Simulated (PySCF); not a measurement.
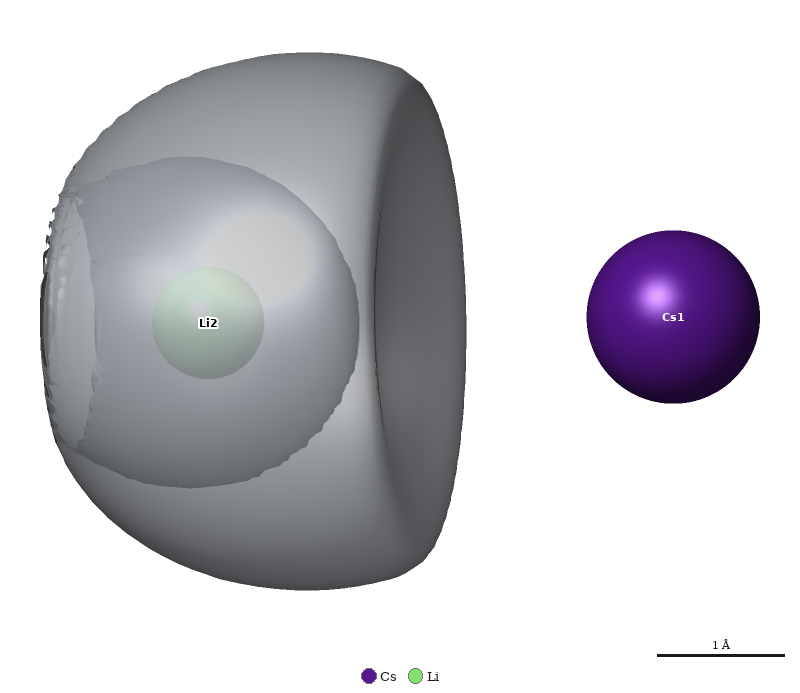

*CsLi. Isosurface of the electron localisation function at 0.75 (grey), seen from one side. Only the valence region is drawn (cores and ρ < 0.01 e/Å³ removed).*

Core potentials replace the inner electrons of Cs.

Method: PBE0/def2-TZVP, non-relativistic Hamiltonian with scalar-relativistic core potentials where named, at a bond length of 3.749 Å in PySCF.

```xyz
2

Cs    0.0000    0.0000   -0.1880
Li    0.0000    0.0000    3.5610
```

Describe the localisation domains.

Answer. The ELF exceeds this value in one region wrapped around Li (its valence shell). Along the contacts the grid gives the following. Cs–Li (3.75 Å): the ELF is about 0.15 at the midpoint.
